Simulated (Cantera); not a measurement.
Charge: 1 mol Si, 0.23 mol H₂O, 7.1 mol H₂, held at 4800 Pa.

These are equilibrium values from Cantera (NASA tables, ideal gas, pure condensed phases), not measurements of a reactor. Candidate condensed phases: H₂O, Si, SiO₂; 18 gas species. Mutual solubility and eutectic melting of coexisting phases are not modelled. The tables hold silica as quartz up to 1696 K and as liquid above; real silica turns to tridymite and cristobalite and melts near 1996 K. Gases not in the tables: Si₂H₆ and higher silanes. Kinetics and transport are ignored.

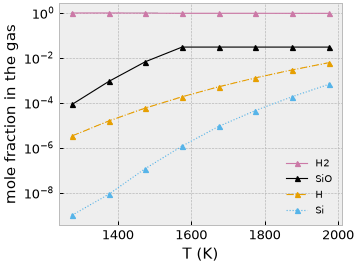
Fig. 1. Equilibrium gas composition (values under 1e-9 drawn at 1e-9)

Read off the mole fractions at 1675 K.

H₂ about 0.97, SiO about 0.030, H about 0.00052, Si about 9.0e-6.
